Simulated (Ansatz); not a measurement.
**BTeH3: reading failed and doubtful runs**

Aim: try 4 inputs for BTeH3 as typed, read how each ends, and find what has to change.

The runs use Ansatz 0.2.0, Gaussian basis; the settings change from run to run.

## Step 1: The geometry

An earlier PBE0-D4 in a triple-zeta def2 set relaxation fixed the geometry. Te takes a core potential in def2 sets; no spin-orbit term is included.

5 atoms, charge 0, spin multiplicity 1.

Atoms are counted from 1 here; the program's logs count them from 0.

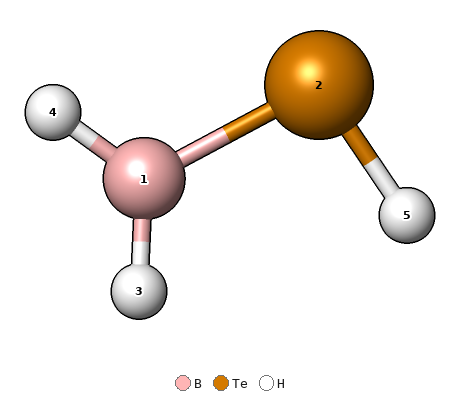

The geometry (boron pink, tellurium orange, hydrogen white); atoms are numbered from 1 in the order of the file.

## Step 2: Attempt 1

in.yaml reads:

```yaml
crystal:
  periodic: [false, false, false]
  atoms:
    - {symbol: B, position_ang: [-0.171474, -0.818491, 0.041170]}
    - {symbol: Te, position_ang: [1.018374, 1.042160, -0.442634]}
    - {symbol: H, position_ang: [-1.159267, -0.638236, 0.225342]}
    - {symbol: H, position_ang: [0.505985, -1.730318, 0.083491]}
    - {symbol: H, position_ang: [-0.158098, 2.042809, -0.207905]}
basis:
  gaussian: {orbitals: def2-mTZVPP, fitting: {mean_field: cc-pVTZ-jkfit}, final_grid: {core_spheres: 20, valence_spheres: 16, degree: 47}}
hamiltonian: {xc: {name: PBE}, dispersion: d4}
```

On the command line:

```bash
$ ansatz run in.yaml --threads 2 --pin off --events-out ev --progress --plain --max-ram 4352MiB
```

Log:

```text
Functional definition: PBE
  name "PBE"
  cite "Perdew, Burke & Ernzerhof, Phys. Rev. Lett. 77, 3865 (1996) doi:10.1103/PhysRevLett.77.3865"
  parent pbe
  parameter kappa = 0.804
  parameter beta = 0.06672455060314922
  exchange = pbe_x(kappa = kappa, mu = beta*pi^2/3)
  correlation = pbe_c(beta = beta)
Error: <dir> the basis set cc-pVTZ-JKFIT has no functions for Te
```

Wall time 0.05 s (2 threads of Arm Neoverse V1, shared host).

**Diagnosis.** The program refused the input. The fitting set named has no entry for an element of this molecule. Cure: leave the fitting key out, or name a set that covers all elements and suits the basis. Its coordinates are also moved off the relaxed structure.

## Step 3: Attempt 2

in.yaml reads:

```yaml
crystal:
  periodic: [false, false, false]
  atoms:
    - {symbol: B, position_ang: [0.123000, -1.793383, 0.296321]}
    - {symbol: Te, position_ang: [2.357964, 2.302348, -0.649438]}
    - {symbol: H, position_ang: [-2.481973, -1.564048, 0.837140]}
    - {symbol: H, position_ang: [1.075538, -3.802314, 0.395111]}
    - {symbol: H, position_ang: [-0.340642, 4.668722, -0.572128]}
basis:
  gaussian: {orbitals: def2-SVP, final_grid: {core_spheres: 20, valence_spheres: 16, degree: 47}}
magnetization: {spin_polarized: true, initial_magnetization: 2}
hamiltonian: {xc: {name: B97M-V}}
scf: {lower_state_search: full}
output: {forces: true}
```

Same command.

Log:

```text
Functional definition: B97M-V
  name "B97M-V"
  cite "Mardirossian & Head-Gordon, J. Chem. Phys. 142, 074111 (2015) doi:10.1063/1.4907719"
  cite "Becke, J. Chem. Phys. 107, 8554 (1997) doi:10.1063/1.475007"
  cite "Vydrov & Van Voorhis, J. Chem. Phys. 133, 244103 (2010) doi:10.1063/1.3521275"
  # Of w^i u^j: cxij and so on, Table III.
  parameter cx00 = 1.000
  parameter cx01 = 1.308
  parameter cx02 = 1.901
  parameter cx10 = 0.416
  parameter cx11 = 3.070
  parameter css00 = 1.000
  parameter css02 = -1.855
  parameter css10 = -5.668
  parameter css32 = -20.497
  parameter css42 = -20.364
  parameter cos00 = 1.000
  parameter cos01 = 1.573
  parameter cos03 = -6.298
  parameter cos10 = 2.535
  parameter cos32 = -6.427
  parameter b = 6.0
  parameter c = 0.01
  gx(w, u) = cx00 + cx01*u + cx02*u^2 + (cx10 + cx11*u)*w
  gss(w, u) = css00 + css02*u^2 + css10*w + (css32*w^3 + css42*w^4)*u^2
  gos(w, u) = cos00 + cos01*u + cos03*u^3 + cos10*w + cos32*w^3*u^2
  exchange = spin_sum(e_x_unif_s*gx(b97_w, b97_u_x))
  correlation = spin_sum(e_c_pw_mod_same_spin*gss(b97_w, b97_u_same))
      + integral(e_c_pw_mod_opposite_spin*gos(b97_w_opposite, b97_u_opposite)) + vv10(b, c)
648 factors; their error is unknown
mean field evaluation 1: about -7989.5593 eV, gradient 2.4e1 eV
mean field evaluation 2: about -7957.4178 eV, gradient 4.8e1 eV
mean field evaluation 4: about -7828.8467 eV, gradient 9.1e1 eV
mean field evaluation 8: about -8002.6379 eV, gradient 7.0e0 eV
mean field evaluation 16: about -8004.2702 eV, gradient 9.6e-4 eV
mean field evaluation 32: about -8004.1980 eV, gradient 2.9e-1 eV
mean field evaluation 64: about -7997.7775 eV, gradient 1.3e1 eV
mean field evaluation 96: about -8004.1749 eV, gradient 2.1e0 eV
mean field evaluation 128: about -8004.2281 eV, gradient 2.3e-2 eV
mean field evaluation 160: about -8004.2667 eV, gradient 1.0e-1 eV
mean field evaluation 192: about -8001.4670 eV, gradient 1.3e1 eV
mean field evaluation 224: about -8003.9524 eV, gradient 4.1e0 eV
mean field evaluation 256: about -8004.2774 eV, gradient 1.5e-1 eV
mean field evaluation 288: about -8003.7964 eV, gradient 1.0e0 eV
mean field -8004.27019442 eV, -294.1515041559 hartree, gradient 1.7e-7 eV, S^2 3.015811; 18 other end points of the search recorded, 0 dependent functions left out
the calculation of the forces begins
reference -8004.27026364 eV, -294.1515066994 hartree; 17, 15 occupied and 38, 40 virtual orbitals, 648 factors
Total energy: -8004.27026364 eV, -294.1515066994 hartree
Atom 0 at     0.123000    -1.793383     0.296321 Å, force     0.408800    -1.919496     0.207223 eV/Å
Atom 1 at     2.357964     2.302348    -0.649438 Å, force    -0.123388     0.015447     0.016836 eV/Å
Atom 2 at    -2.481973    -1.564048     0.837140 Å, force     0.527594    -0.024024    -0.113017 eV/Å
Atom 3 at     1.075538    -3.802314     0.395111 Å, force    -0.909170     2.019759    -0.109323 eV/Å
Atom 4 at    -0.340642     4.668722    -0.572128 Å, force     0.096164    -0.091687    -0.001719 eV/Å
Dipole moment:    -0.022761     0.471998    -0.063452 e Å
```

It took 51 s on 2 threads of Arm Neoverse V1, shared host.

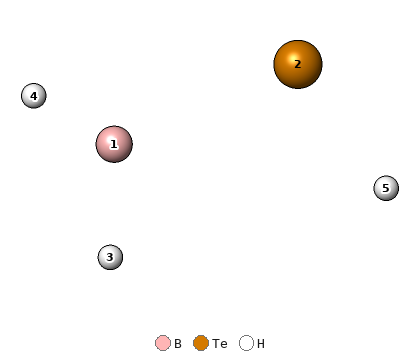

The geometry of this input.

What is wrong: It ended without an error, which proves nothing about the input. The geometry is stretched to more than twice its size. The shortest distance is 2.23 Å (B1–H4), against 1.19 Å in the relaxed molecule. It also asks for charge 0 and multiplicity 3, another species or state than the molecule above. Its coordinates are also moved off the relaxed structure. Its energy is no property of the relaxed molecule. Cure: use the relaxed coordinates, and set charge and spin to those of the species named.

## Step 4: Attempt 3

in.yaml reads:

```yaml
crystal:
  periodic: [false, false, false]
  atoms:
    - {symbol: B, position_ang: [0.017123, -0.628190, 0.150905]}
    - {symbol: Te, position_ang: [1.076985, 0.968940, -0.397855]}
    - {symbol: H, position_ang: [-1.251010, -0.518195, 0.243576]}
    - {symbol: H, position_ang: [0.358898, -1.641102, 0.131782]}
    - {symbol: H, position_ang: [-0.067735, 2.030529, -0.114147]}
basis:
  gaussian: {orbitals: def2-mTZVPP}
hamiltonian: {xc: {name: wB97M-V}}
relax: {f_tol: 0.001, max_steps: 1}
output: {forces: true}
```

Same command.

Log:

```text
Functional definition: wB97M-V
  name "wB97M-V"
  cite "Mardirossian & Head-Gordon, J. Chem. Phys. 144, 214110 (2016) doi:10.1063/1.4952647"
  cite "Becke, J. Chem. Phys. 107, 8554 (1997) doi:10.1063/1.475007"
  cite "Vydrov & Van Voorhis, J. Chem. Phys. 133, 244103 (2010) doi:10.1063/1.3521275"
  # Of w^i u^j: cxij and so on, Table III.
  parameter omega = 0.3/bohr
  parameter cx = 0.15
  parameter cx01 = 1.007
  parameter cx10 = 0.259
  parameter css00 = 0.443
  parameter css04 = -1.437
  parameter css10 = -4.535
  parameter css20 = -3.390
  parameter css43 = 4.278
  parameter cos00 = 1.000
  parameter cos10 = 1.358
  parameter cos20 = 2.924
  parameter cos21 = -8.812
  parameter cos60 = -1.390
  parameter cos61 = 9.142
  parameter b = 6.0
  parameter c = 0.01
  gx(w, u) = 1 - cx + cx01*u + cx10*w
  gss(w, u) = css00 + css04*u^4 + css10*w + css20*w^2 + css43*w^4*u^3
  gos(w, u) = cos00 + cos10*w + (cos20 + cos21*u)*w^2 + (cos60 + cos61*u)*w^6
  exchange = spin_sum(e_x_unif_sr(omega)*gx(b97_w, b97_u_x)) + cx*exact_x_sr(omega) + exact_x_lr(omega)
  correlation = spin_sum(e_c_pw_mod_same_spin*gss(b97_w, b97_u_same))
      + integral(e_c_pw_mod_opposite_spin*gos(b97_w_opposite, b97_u_opposite)) + vv10(b, c)
820 factors; integrals over basis functions are off by at most 2.8e-4 eV
214 factors; integrals over basis functions are off by at most 2.8e-6 eV
mean field evaluation 1: about -8015.5599 eV, gradient 1.4e1 eV
mean field evaluation 2: about -8016.0065 eV, gradient 8.4e0 eV
mean field evaluation 4: about -8016.2475 eV, gradient 3.9e-1 eV
mean field evaluation 8: about -8016.2468 eV, gradient 8.9e-3 eV
mean field -8016.24682576 eV, -294.5916372393 hartree, gradient 2.5e-5 eV, S^2 0.000000; 0 other end points of the search recorded, 0 dependent functions left out
the calculation of the forces begins
reference -8016.24687128 eV, -294.5916389124 hartree; 16, 16 occupied and 54, 54 virtual orbitals, 820 factors
relax step   1: F+E_penalty+E_count = -8016.24682576 eV  Δ(F+E_penalty+E_count) = +0.000e0 eV  max|allowed force component| = 4.684e0 eV/Å  Δτ_max = 0.0000 Å  (24 SCF iters, accepted)
Error: geometry relaxation did not converge after 1 steps: max|allowed force component| = 4.68e0 eV/Å (threshold 1.0e-3). Raise `relax.max_steps` over both its present limit and 1, loosen `relax.f_tol`, or start from a geometry closer to equilibrium. Where this run's directory can be resumed (`checkpoint.write`), a resume goes on for up to `relax.max_steps` more
```

It took 3.7 s on 2 threads of Arm Neoverse V1, shared host.

Diagnosis: It stopped unconverged. The relaxation is allowed too few steps for its threshold. The start was also shaken off the relaxed geometry, so there is far to go. Its coordinates are also moved off the relaxed structure. Cure: raise relax.max_steps.

## Step 5: Attempt 4

in.yaml reads:

```yaml
crystal:
  periodic: [false, false, false]
  atoms:
    - {symbol: B, position_ang: [-0.139186, -1.369097, 0.205196]}
    - {symbol: Te, position_ang: [1.980020, 1.860934, -0.689845]}
    - {symbol: H, position_ang: [-2.337242, -1.208558, 0.641869]}
    - {symbol: H, position_ang: [0.986170, -3.317937, 0.243081]}
    - {symbol: H, position_ang: [-0.395463, 3.895572, -0.478535]}
basis:
  gaussian: {orbitals: def2-TZVPD}
hamiltonian: {xc: {name: wB97X}}
output: {forces: true}
```

Launched as before.

Log:

```text
Functional definition: wB97X
  name "wB97X"
  cite "Chai & Head-Gordon, J. Chem. Phys. 128, 084106 (2008) doi:10.1063/1.2834918"
  cite "Becke, J. Chem. Phys. 107, 8554 (1997) doi:10.1063/1.475007"
  parameter omega = 0.3/bohr
  parameter cx = 0.157706
  parameter cx1 = 0.726479
  parameter cx2 = 1.04760
  parameter cx3 = -5.70635
  parameter cx4 = 13.2794
  parameter css1 = -4.33879
  parameter css2 = 18.2308
  parameter css3 = -31.7430
  parameter css4 = 17.2901
  parameter cos1 = 2.37031
  parameter cos2 = -11.3995
  parameter cos3 = 6.58405
  parameter cos4 = -3.78132
  # The coefficients of nought are those of the uniform gas.
  exchange = spin_sum(e_x_unif_sr(omega)*poly(b97_u_x, 1 - cx, cx1, cx2, cx3, cx4)) + cx*exact_x_sr(omega)
      + exact_x_lr(omega)
  correlation = spin_sum(e_c_pw_same_spin*poly(b97_u_same, 1, css1, css2, css3, css4))
      + integral(e_c_pw_opposite_spin*poly(b97_u_opposite, 1, cos1, cos2, cos3, cos4))
792 factors; their error is unknown
282 factors; integrals over basis functions are off by at most 1.0e-4 eV
mean field evaluation 1: about -8000.4027 eV, gradient 2.0e1 eV
mean field evaluation 2: about -7962.8172 eV, gradient 8.7e1 eV
mean field evaluation 4: about -8003.7611 eV, gradient 4.2e0 eV
mean field evaluation 8: about -8003.8850 eV, gradient 2.2e-1 eV
mean field evaluation 16: about -8003.9905 eV, gradient 3.0e-3 eV
mean field evaluation 32: about -8003.7321 eV, gradient 6.2e0 eV
mean field -8003.99047021 eV, -294.1412244805 hartree, gradient 5.2e-5 eV, S^2 0.000000; 2 other end points of the search recorded, 0 dependent functions left out
the calculation of the forces begins
reference -8003.99041858 eV, -294.1412225834 hartree; 16, 16 occupied and 107, 107 virtual orbitals, 792 factors
Total energy: -8003.99041858 eV, -294.1412225834 hartree
Atom 0 at    -0.139186    -1.369097     0.205196 Å, force    -0.694855    -1.160398     0.307711 eV/Å
Atom 1 at     1.980020     1.860934    -0.689845 Å, force    -2.309588     0.325703     0.436859 eV/Å
Atom 2 at    -2.337242    -1.208558     0.641869 Å, force     2.787038    -0.189712    -0.555624 eV/Å
Atom 3 at     0.986170    -3.317937     0.243081 Å, force    -1.397105     2.435710    -0.049315 eV/Å
Atom 4 at    -0.395463     3.895572    -0.478535 Å, force     1.614508    -1.411302    -0.139631 eV/Å
Dipole moment:     0.106275    -0.326133     0.023469 e Å
```

It took 9 s on 2 threads of Arm Neoverse V1, shared host; peak memory 0.31 GiB.

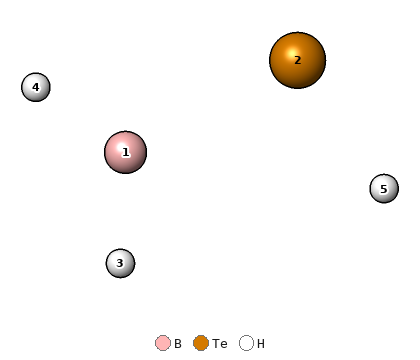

The geometry of this input.

What is wrong: It ended without an error, which proves nothing about the input. The coordinates are in bohr but typed as ångström. The shortest distance is 2.25 Å (B1–H3), against 1.19 Å in the relaxed molecule. Its energy is no property of the relaxed molecule. To mend it, take the coordinates from the file in ångström.

## Step 6: Summary

| attempt | level | ended | cause | time |
| --- | --- | --- | --- | --- |
| 1 | PBE/def2-mTZVPP | refused | the fitting set named has no entry for an element of this molecule | 0.05 s |
| 2 | B97M-V/def2-SVP | converged | the geometry is stretched to more than twice its size | 51 s |
| 3 | wB97M-V/def2-mTZVPP | not converged | the relaxation is allowed too few steps for its threshold | 3.7 s |
| 4 | wB97X/def2-TZVPD | converged | the coordinates are in bohr but typed as ångström | 9 s |

1 refused, 2 converged, 1 not converged. A refusal costs next to no computing time. The dangerous case is the input that converges on a wrong geometry, charge, spin, basis or grid: often only a look at the input shows it.
